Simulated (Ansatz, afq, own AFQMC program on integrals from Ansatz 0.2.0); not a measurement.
# SiGeH₂ (triplet): quantum Monte Carlo beside coupled cluster, cc-pVDZ

Aim: compute SiGeH₂ (triplet) with auxiliary-field quantum Monte Carlo on the same integrals as coupled cluster, and set the energies side by side.

Computed with Ansatz 0.2.0, Gaussian basis, and an in-house AFQMC program (afq) on its integrals; all values are calculated. Level: cc-pVDZ, frozen cores.

To be run: PBE (unrestricted); r2SCAN (unrestricted); PBE0 (unrestricted); B3LYP (unrestricted); wB97M-V (unrestricted); B2PLYP (unrestricted); CCSD(T) on UHF; CCSDT(Q) on UHF; Phaseless AFQMC, CISD trial on UHF; Free-projection AFQMC, CISD trial on UHF.

1 further run of the same task is left out (it didn't finish).

### 1 The system

The geometry is a PBE0/def2-TZVP stationary point (not a proven minimum). No spin-orbit coupling is included. The filled d shell of Ge may be among the frozen orbitals whatever the setting's name suggests; the logs give the count.

4 atoms, charge 0, spin multiplicity 3.

Atoms are counted from 1 here; the program's logs count them from 0.

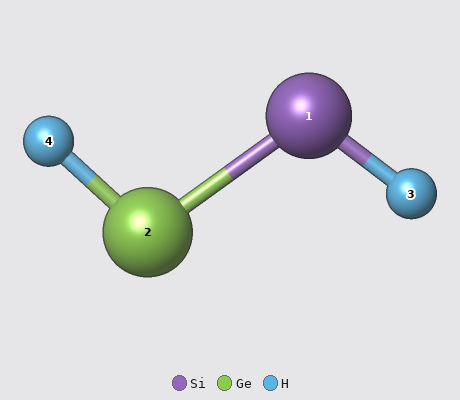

The structure; silicon purple, germanium green, hydrogen blue; atoms are numbered from 1 in the order of the file.

### 2 PBE (unrestricted)

Contents of in.yaml:

```yaml
crystal:
  periodic: [false, false, false]
  atoms:
    - {symbol: Si, position_ang: [0.000000, -0.139453, 1.671406]}
    - {symbol: Ge, position_ang: [0.000000, 0.056604, -0.661833]}
    - {symbol: H, position_ang: [0.000000, 1.267918, 2.228287]}
    - {symbol: H, position_ang: [0.000000, -1.461483, -1.103914]}
basis:
  gaussian: {orbitals: cc-pVDZ}
magnetization: {spin_polarized: true, initial_magnetization: 2}
hamiltonian: {xc: {name: PBE}}
output: {orbitals: {seedname: orbitals}}
```

Command:

```bash
$ ansatz run in.yaml --threads 1 --pin off --events-out ev --progress --plain --max-ram 1382MiB
```

The log of the run:

```text
Functional definition: PBE
  name "PBE"
  cite "Perdew, Burke & Ernzerhof, Phys. Rev. Lett. 77, 3865 (1996) doi:10.1103/PhysRevLett.77.3865"
  parent pbe
  parameter kappa = 0.804
  parameter beta = 0.06672455060314922
  exchange = pbe_x(kappa = kappa, mu = beta*pi^2/3)
  correlation = pbe_c(beta = beta)
599 factors; integrals over basis functions are off by at most 1.2e-3 eV
mean field evaluation 1: about -64411.4998 eV, gradient 8.7e0 eV
mean field evaluation 2: about -64411.7034 eV, gradient 6.9e0 eV
mean field evaluation 4: about -64412.1641 eV, gradient 6.9e-1 eV
mean field evaluation 8: about -64412.1652 eV, gradient 1.6e-2 eV
mean field evaluation 16: about -64410.2664 eV, gradient 3.6e0 eV
mean field -64412.16520460 eV, -2367.1034111353 hartree, gradient 4.5e-5 eV, S^2 2.004105; 2 other end points of the search recorded, 0 dependent functions left out
reference -64412.16523639 eV, -2367.1034123037 hartree; 25, 23 occupied and 30, 32 virtual orbitals, 599 factors
Total energy: -64412.16523639 eV, -2367.1034123037 hartree
```

Wall time 2.5 s (1 thread of Arm Neoverse V1, shared host).

From the report: ⟨S²⟩ of the determinant 2.004 (pure triplet: 2.00).

### 3 r2SCAN (unrestricted)

Edit in.yaml of step 2 so:

```diff
@@ -10,3 +10,2 @@
 magnetization: {spin_polarized: true, initial_magnetization: 2}
-hamiltonian: {xc: {name: PBE}}
-output: {orbitals: {seedname: orbitals}}
+hamiltonian: {xc: {name: r2SCAN}}
```

The command is unchanged.

The log of the run:

```text
Functional definition: r2SCAN
  name "r2SCAN"
  cite "Furness, Kaplan, Ning, Perdew & Sun, J. Phys. Chem. Lett. 11, 8208 (2020) doi:10.1021/acs.jpclett.0c02405"
  cite "Furness, Kaplan, Ning, Perdew & Sun, J. Phys. Chem. Lett. 11, 9248 (2020) doi:10.1021/acs.jpclett.0c03077"
  parent r2scan
  parameter k0 = 0.174
  parameter k1 = 0.065
  parameter a1 = 4.9479
  exchange = r2scan_x(k0 = k0, k1 = k1, a1 = a1)
  correlation = r2scan_c
599 factors; integrals over basis functions are off by at most 1.2e-3 eV
mean field evaluation 1: about -64423.2420 eV, gradient 6.9e0 eV
mean field evaluation 2: about -64423.5672 eV, gradient 3.6e0 eV
mean field evaluation 4: about -64423.6755 eV, gradient 1.1e0 eV
mean field evaluation 8: about -64423.6872 eV, gradient 2.1e-2 eV
mean field evaluation 16: about -64423.6872 eV, gradient 1.2e-4 eV
mean field -64423.68717606 eV, -2367.5268357768 hartree, gradient 1.2e-5 eV, S^2 2.010784; 1 other end points of the search recorded, 0 dependent functions left out
reference -64423.68718641 eV, -2367.5268361572 hartree; 25, 23 occupied and 30, 32 virtual orbitals, 599 factors
Total energy: -64423.68718641 eV, -2367.5268361572 hartree
```

Wall time 6 s (1 thread of Arm Neoverse V1, shared host).

From the report: ⟨S²⟩ of the determinant 2.011 (pure triplet: 2.00).

### 4 PBE0 (unrestricted)

Edit in.yaml of step 3 so:

```diff
@@ -10,2 +10,3 @@
 magnetization: {spin_polarized: true, initial_magnetization: 2}
-hamiltonian: {xc: {name: r2SCAN}}
+hamiltonian: {xc: {name: PBE0}}
+output: {orbitals: {seedname: orbitals}}
```

The command is unchanged.

The log of the run:

```text
Functional definition: PBE0
  name "PBE0"
  cite "Adamo & Barone, J. Chem. Phys. 110, 6158 (1999) doi:10.1063/1.478522"
  cite "Perdew, Burke & Ernzerhof, Phys. Rev. Lett. 77, 3865 (1996) doi:10.1103/PhysRevLett.77.3865"
  parent pbe
  parameter a = 0.25
  parameter kappa = 0.804
  parameter beta = 0.06672455060314922
  exchange = (1 - a)*pbe_x(kappa = kappa, mu = beta*pi^2/3) + a*exact_x
  correlation = pbe_c(beta = beta)
599 factors; integrals over basis functions are off by at most 1.2e-3 eV
mean field evaluation 1: about -64413.9655 eV, gradient 5.8e0 eV
mean field evaluation 2: about -64414.2064 eV, gradient 2.8e0 eV
mean field evaluation 4: about -64414.2817 eV, gradient 4.0e-1 eV
mean field evaluation 8: about -64414.3039 eV, gradient 3.6e-2 eV
mean field evaluation 16: about -64414.3040 eV, gradient 8.5e-4 eV
mean field -64414.30399939 eV, -2367.1820103940 hartree, gradient 8.6e-6 eV, S^2 2.009259; 3 other end points of the search recorded, 0 dependent functions left out
reference -64414.30402326 eV, -2367.1820112714 hartree; 25, 23 occupied and 30, 32 virtual orbitals, 599 factors
Total energy: -64414.30402326 eV, -2367.1820112714 hartree
```

Run time: 3.2 s. Hardware: 1 thread of Arm Neoverse V1, shared host.

From the report: ⟨S²⟩ of the determinant 2.009 (pure triplet: 2.00).

### 5 B3LYP (unrestricted)

Edit in.yaml of step 4 so:

```diff
@@ -10,3 +10,2 @@
 magnetization: {spin_polarized: true, initial_magnetization: 2}
-hamiltonian: {xc: {name: PBE0}}
-output: {orbitals: {seedname: orbitals}}
+hamiltonian: {xc: {name: B3LYP}}
```

The command is unchanged.

The log of the run, shortened:

```text
Functional definition: B3LYP
  name "B3LYP"
  cite "Stephens, Devlin, Chabalowski & Frisch, J. Phys. Chem. 98, 11623 (1994) doi:10.1021/j100096a001"
  cite "Becke, Phys. Rev. A 38, 3098 (1988) doi:10.1103/PhysRevA.38.3098"
  cite "Lee, Yang & Parr, Phys. Rev. B 37, 785 (1988) doi:10.1103/PhysRevB.37.785"
  cite "Vosko, Wilk & Nusair, Can. J. Phys. 58, 1200 (1980) doi:10.1139/p80-159"
[...]
599 factors; integrals over basis functions are off by at most 1.2e-3 eV
[...]
mean field -64426.64043486 eV, -2367.6353660357 hartree, gradient 6.5e-5 eV, S^2 2.005838; 1 other end points of the search recorded, 0 dependent functions left out
reference -64426.64064673 eV, -2367.6353738217 hartree; 25, 23 occupied and 30, 32 virtual orbitals, 599 factors
Total energy: -64426.64064673 eV, -2367.6353738217 hartree
```

Run time: 3.3 s. Hardware: 1 thread of Arm Neoverse V1, shared host.

From the report: ⟨S²⟩ of the determinant 2.006 (pure triplet: 2.00).

### 6 wB97M-V (unrestricted)

Edit in.yaml of step 5 so:

```diff
@@ -10,2 +10,3 @@
 magnetization: {spin_polarized: true, initial_magnetization: 2}
-hamiltonian: {xc: {name: B3LYP}}
+hamiltonian: {xc: {name: wB97M-V}}
+output: {orbitals: {seedname: orbitals}}
```

Launched as before.

The log of the run, shortened:

```text
Functional definition: wB97M-V
  name "wB97M-V"
  cite "Mardirossian & Head-Gordon, J. Chem. Phys. 144, 214110 (2016) doi:10.1063/1.4952647"
  cite "Becke, J. Chem. Phys. 107, 8554 (1997) doi:10.1063/1.475007"
  cite "Vydrov & Van Voorhis, J. Chem. Phys. 133, 244103 (2010) doi:10.1063/1.3521275"
  # Of w^i u^j: cxij and so on, Table III.
[...]
  gx(w, u) = 1 - cx + cx01*u + cx10*w
  gss(w, u) = css00 + css04*u^4 + css10*w + css20*w^2 + css43*w^4*u^3
  gos(w, u) = cos00 + cos10*w + (cos20 + cos21*u)*w^2 + (cos60 + cos61*u)*w^6
[...]
      + integral(e_c_pw_mod_opposite_spin*gos(b97_w_opposite, b97_u_opposite)) + vv10(b, c)
599 factors; integrals over basis functions are off by at most 1.2e-3 eV
183 factors; integrals over basis functions are off by at most 8.7e-6 eV
[...]
mean field -64420.77484092 eV, -2367.4198094344 hartree, gradient 6.8e-5 eV, S^2 2.009349; 3 other end points of the search recorded, 0 dependent functions left out
reference -64420.77487415 eV, -2367.4198106553 hartree; 25, 23 occupied and 30, 32 virtual orbitals, 599 factors
Total energy: -64420.77487415 eV, -2367.4198106553 hartree
```

It took 12 s on 1 thread of Arm Neoverse V1, shared host.

From the report: ⟨S²⟩ of the determinant 2.009 (pure triplet: 2.00).

### 7 B2PLYP (unrestricted)

Edit in.yaml of step 6 so:

```diff
@@ -10,3 +10,3 @@
 magnetization: {spin_polarized: true, initial_magnetization: 2}
-hamiltonian: {xc: {name: wB97M-V}}
-output: {orbitals: {seedname: orbitals}}
+hamiltonian: {xc: {name: B2PLYP}}
+correlation: {electrons: outside_noble_gas}
```

Same command.

The log of the run, shortened:

```text
Functional definition: B2PLYP
  name "B2PLYP"
  cite "Grimme, J. Chem. Phys. 124, 034108 (2006) doi:10.1063/1.2148954"
  cite "Becke, Phys. Rev. A 38, 3098 (1988) doi:10.1103/PhysRevA.38.3098"
  cite "Lee, Yang & Parr, Phys. Rev. B 37, 785 (1988) doi:10.1103/PhysRevB.37.785"
[...]
599 factors; integrals over basis functions are off by at most 1.2e-3 eV
[...]
mean field -64408.36007028 eV, -2366.9635750284 hartree, gradient 3.3e-6 eV, S^2 2.016565; 4 other end points of the search recorded, 0 dependent functions left out
19 core orbitals not correlated: weight in the atoms' cores, before any rotation towards them, 0.999 or more for the frozen orbitals, at most 0.000 for the correlated occupied ones
reference -64408.36020482 eV, -2366.9635799726 hartree; 6, 4 occupied and 30, 32 virtual orbitals, 599 factors
second order -5.37582387 eV of doubles, -0.00000000 eV of singles
Total energy: -64409.81167726 eV, -2367.0169206011 hartree
```

Run time: 4.2 s. Hardware: 1 thread of Arm Neoverse V1, shared host.

From the report: ⟨S²⟩ of the determinant 2.017 (pure triplet: 2.00).

### 8 CCSD(T) on UHF

Edit in.yaml of step 7 so:

```diff
@@ -10,3 +10,2 @@
 magnetization: {spin_polarized: true, initial_magnetization: 2}
-hamiltonian: {xc: {name: B2PLYP}}
-correlation: {electrons: outside_noble_gas}
+correlation: {method: ccsd_t, electrons: outside_noble_gas, hamiltonian_folder: ham}
```

Launched as before.

The log of the run, shortened:

```text
Functional definition: HF
  name "HF"
  cite "Fock, Z. Phys. 61, 126 (1930) doi:10.1007/BF01340294"
  parent pbe
[...]
599 factors; integrals over basis functions are off by at most 1.2e-3 eV
[...]
mean field -64364.31924744 eV, -2365.3451046409 hartree, gradient 2.2e-6 eV, S^2 2.039861; 10 other end points of the search recorded, 0 dependent functions left out
determinant -64364.31924744 eV, -2365.3451046409 hartree, with singles and doubles -64369.44072418 eV, -2365.5333154397 hartree
determinant -64362.83978238 eV, -2365.2907353026 hartree, with singles and doubles -64367.69791163 eV, -2365.4692682599 hartree
determinant -64362.72861388 eV, -2365.2866499359 hartree, with singles and doubles -64367.54303497 eV, -2365.4635766474 hartree
determinant -64362.40570145 eV, -2365.2747831228 hartree, with singles and doubles -64367.63801211 eV, -2365.4670669929 hartree
determinant -64361.32201888 eV, -2365.2349585229 hartree, with singles and doubles -64366.93148123 eV, -2365.4411024620 hartree
determinant -64361.24074255 eV, -2365.2319716728 hartree, with singles and doubles -64366.95861735 eV, -2365.4420996961 hartree
19 core orbitals not correlated: weight in the atoms' cores, before any rotation towards them, 0.999 or more for the frozen orbitals, at most 0.000 for the correlated occupied ones
reference -64364.31924744 eV, -2365.3451046409 hartree; 6, 4 occupied and 30, 32 virtual orbitals, 599 factors
second order -4.05360575 eV of doubles, -0.00000000 eV of singles
cycle   1  -5.12197473 eV  change   -5.0e-4 eV  update   3.3e-3
[...]
cycle   9  -5.12523069 eV  change    4.6e-6 eV  update   4.1e-6
perturbative correction -0.20515291 eV, -0.0075392304 hartree
Total energy: -64369.64963104 eV, -2365.5409926253 hartree
```

Run time: 7 s. Hardware: 1 thread of Arm Neoverse V1, shared host.

From the report: ⟨S²⟩ of the determinant 2.040 (pure triplet: 2.00); correlation -5.3304 eV; T1 0.037; largest double amplitude 0.13.

This run also writes the integrals to the folder ham.

### 9 CCSDT(Q) on UHF

Edit in.yaml of step 8 so:

```diff
@@ -10,2 +10,2 @@
 magnetization: {spin_polarized: true, initial_magnetization: 2}
-correlation: {method: ccsd_t, electrons: outside_noble_gas, hamiltonian_folder: ham}
+correlation: {method: ccsdt_q, electrons: outside_noble_gas}
```

Launched as before.

The log of the run, shortened:

```text
Functional definition: HF
  name "HF"
  cite "Fock, Z. Phys. 61, 126 (1930) doi:10.1007/BF01340294"
  parent pbe
[...]
1089 factors; integrals over basis functions are off by at most 1.9e-7 eV
[...]
mean field -64364.31933515 eV, -2365.3451078643 hartree, gradient 1.6e-6 eV, S^2 2.039861; 10 other end points of the search recorded, 0 dependent functions left out
determinant -64364.31933515 eV, -2365.3451078643 hartree, with singles and doubles -64369.44081285 eV, -2365.5333186981 hartree
determinant -64362.83986916 eV, -2365.2907384920 hartree, with singles and doubles -64367.69798071 eV, -2365.4692707984 hartree
determinant -64362.72870918 eV, -2365.2866534381 hartree, with singles and doubles -64367.54311627 eV, -2365.4635796350 hartree
determinant -64362.40579537 eV, -2365.2747865744 hartree, with singles and doubles -64367.63810831 eV, -2365.4670705284 hartree
determinant -64361.32210352 eV, -2365.2349616335 hartree, with singles and doubles -64366.93157223 eV, -2365.4411058063 hartree
determinant -64361.24082883 eV, -2365.2319748435 hartree, with singles and doubles -64366.95869239 eV, -2365.4421024536 hartree
19 core orbitals not correlated: weight in the atoms' cores, before any rotation towards them, 0.999 or more for the frozen orbitals, at most 0.000 for the correlated occupied ones
reference -64364.31933515 eV, -2365.3451078643 hartree; 6, 4 occupied and 30, 32 virtual orbitals, 1089 factors
second order -4.05363057 eV of doubles, -0.00000000 eV of singles
cycle   1  -4.75770499 eV  change   -7.0e-1 eV  update   9.5e-2
[...]
cycle  19  -5.38289839 eV  change   -9.5e-7 eV  update   4.5e-7
perturbative correction -0.01464540 eV, -0.0005382083 hartree
Total energy: -64369.71687894 eV, -2365.5434639397 hartree
```

It took 25 s on 1 thread of Arm Neoverse V1, shared host; peak memory 0.3 GiB.

From the report: ⟨S²⟩ of the determinant 2.040 (pure triplet: 2.00); correlation -5.3975 eV; T1 0.043; largest double amplitude 0.17.

### 10 Phaseless AFQMC, CISD trial on UHF

It reads the integrals that the CCSD(T) run on this determinant wrote.

Command:

```bash
$ afq ham --method phaseless --trial cisd --walkers 60 --populations 1 --least-time 40 --time-step 0.005 --steps-per-block 50 --equilibration-blocks 28 --max-blocks 300 --target-error 0.00038 --factor-cut 1e-05 --start spin_pure --seed 5149 --release-times 0.24,0.51,0.99,1.62,2.4 --release-step 0.03 --release-every 4 --taylor-order 6
```

The log of the run:

```text
orbitals 36  electrons 6 4  factors 283 of 599
reference energy -2365.34510464 Eh
CCSD correlation -0.18834863 Eh in 13 cycles, weight of the determinant in the CISD state 0.8374
energy of the start -2365.532108 Eh
 block  time / (1/Eh)  mean weight  energy / Eh
     1     0.250  1.0004  -2365.529851
     2     0.500  1.0012  -2365.530491
     3     0.750  0.9990  -2365.532745
     4     1.000  0.9998  -2365.535379
     5     1.250  0.9994  -2365.536816
     6     1.500  0.9985  -2365.535229
     7     1.750  1.0001  -2365.536165
     8     2.000  0.9991  -2365.537923
     9     2.250  1.0018  -2365.541467
    10     2.500  0.9977  -2365.539275
    17     4.250  1.0000  -2365.539438
    25     6.250  0.9990  -2365.543458
    33     8.250  1.0003  -2365.539796
    41    10.250  1.0009  -2365.539307
    49    12.250  0.9996  -2365.544170
    57    14.250  1.0009  -2365.543217
    65    16.250  0.9991  -2365.538451
    73    18.250  0.9988  -2365.540632
    81    20.250  0.9997  -2365.545407
    89    22.250  1.0003  -2365.544979
    97    24.250  1.0005  -2365.545527
   105    26.250  1.0012  -2365.548216
   113    28.250  1.0001  -2365.542096
   121    30.250  0.9999  -2365.542193
   129    32.250  0.9993  -2365.539896
   137    34.250  1.0020  -2365.544022
   145    36.250  1.0014  -2365.538908
   153    38.250  1.0002  -2365.538188
   161    40.250  0.9998  -2365.539350
   169    42.250  0.9990  -2365.546403
   177    44.250  1.0012  -2365.543915
   185    46.250  1.0018  -2365.546021
   193    48.250  1.0022  -2365.540917
   201    50.250  1.0009  -2365.540229
   209    52.250  1.0013  -2365.538228
   217    54.250  0.9988  -2365.538452
   225    56.250  0.9999  -2365.538176
   233    58.250  1.0010  -2365.544120
   241    60.250  0.9995  -2365.538159
   249    62.250  0.9981  -2365.543446
   257    64.250  1.0013  -2365.542429
   265    66.250  1.0002  -2365.543567
   273    68.250  0.9996  -2365.546455
   281    70.250  0.9984  -2365.544935
   289    72.250  1.0000  -2365.542183
   297    74.250  0.9988  -2365.543848
   305    76.250  0.9987  -2365.540389
   313    78.250  0.9986  -2365.545780
   321    80.250  1.0003  -2365.542899
blocks merged  error / Eh  count
     1  0.000211  300
     2  0.000276  150
     4  0.000342  75
     8  0.000432  37
    16  0.000455  18
    32  0.000362  9
released: time / (1/Eh)  energy / Eh  error  mean overlap
  0.24  -2365.542418  0.000484  1.0026
  0.51  -2365.542796  0.000373  0.9913
  0.99  -2365.543674  0.000407  0.9766
  1.62  -2365.543588  0.000482  0.9809
  2.40  -2365.543546  0.000527  0.9756
energy -2365.542307 +/- 0.000455 Eh
```

Wall time 7.1 min (1 thread of Arm Neoverse V1, shared host).

Energy -64369.6854 ± 0.0124 eV. Caveats: constraint bias not in the error.

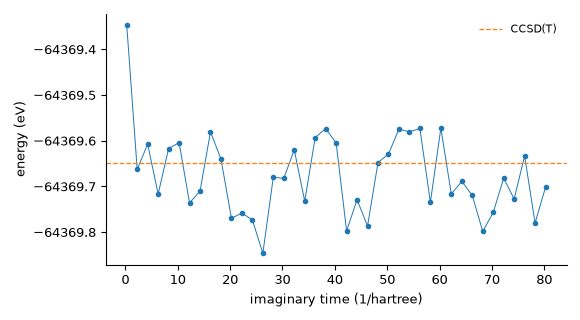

Block energies along the walk.

### 11 Free-projection AFQMC, CISD trial on UHF

It reads the integrals that the CCSD(T) run on this determinant wrote.

Command:

```bash
$ afq ham --method free --trial cisd --walkers 60 --time-step 0.03 --max-blocks 80 --target-error 0.00038 --factor-cut 1e-05 --seed 8204 --times 0,0.21,0.42,0.81,1.2,1.8,2.4,3 --taylor-order 8
```

The log of the run:

```text
orbitals 36  electrons 6 4  factors 283 of 599
reference energy -2365.34510464 Eh
CCSD correlation -0.18834863 Eh in 13 cycles, weight of the determinant in the CISD state 0.8374
repeat  energy at the last time / Eh  error
    10  -2365.543071  0.000600
    20  -2365.543079  0.000597
    30  -2365.542835  0.000658
    40  -2365.542709  0.000532
    50  -2365.542522  0.000491
    60  -2365.542439  0.000439
    70  -2365.542582  0.000399
    80  -2365.542497  0.000361
time / (1/Eh)  energy / Eh  error  mean overlap
  0.00  -2365.533218  0.000140  1.1929
  0.21  -2365.536103  0.000172  1.1924
  0.42  -2365.537809  0.000202  1.2017
  0.81  -2365.540073  0.000219  1.2020
  1.20  -2365.541167  0.000220  1.2062
  1.80  -2365.542173  0.000292  1.2195
  2.40  -2365.542702  0.000314  1.2165
  3.00  -2365.542497  0.000361  1.2269
energy -2365.542497 +/- 0.000361 Eh
```

It took 3.5 min on 1 thread of Arm Neoverse V1, shared host.

Energy -64369.6906 ± 0.0098 eV. Caveats: remainder of the start not in the error.

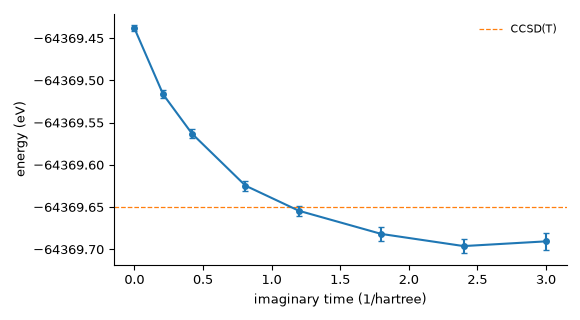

Energy against projection time, with error bars.

### 12 AFQMC on the ladder

On the UHF determinant, counted from CCSDT(Q) (a yardstick, not exact):

```tsv
level	energy (eV)	from CCSDT(Q) (kJ/mol)	statistical error (kJ/mol)	time
HF	-64364.3192	+520.8		
MP2	-64368.3729	+129.7		
CCSD	-64369.4445	+26.3		
CCSD(T)	-64369.6496	+6.5		
CCSDT(Q)	-64369.7169	0.0		
Phaseless AFQMC, CISD trial, step 0.005, 60 walkers	-64369.6854	+3.0	1.2	7.1 min
Free-projection AFQMC, CISD trial, step 0.03, 60 walkers	-64369.6906	+2.5	0.9	3.5 min
```

The functionals' totals stand on their own zeros and serve differences with other points: PBE -64412.165 eV; r2SCAN -64423.687 eV; PBE0 -64414.304 eV; B3LYP -64426.641 eV; wB97M-V -64420.775 eV; B2PLYP -64409.812 eV.

### 13 What came out

| quantity | value |
| --- | --- |
| CCSD(T) on UHF from CCSDT(Q) | +6.5 kJ/mol |
| Phaseless AFQMC, CISD trial on UHF from CCSDT(Q) | +3.0 ± 1.2 kJ/mol |
| Free-projection AFQMC, CISD trial on UHF from CCSDT(Q) | +2.5 ± 0.9 kJ/mol |

**Reading.** On UHF the phaseless walk with the CISD trial lies +3.0 kJ/mol from CCSDT(Q), within three error bars. Free projection has no constraint; at the last time it gives +2.5 ± 0.9 kJ/mol, and from a start that isn't spin pure other spins can mix in. Error bars are statistical and leave out the constraint, the time step and what remains of the start.
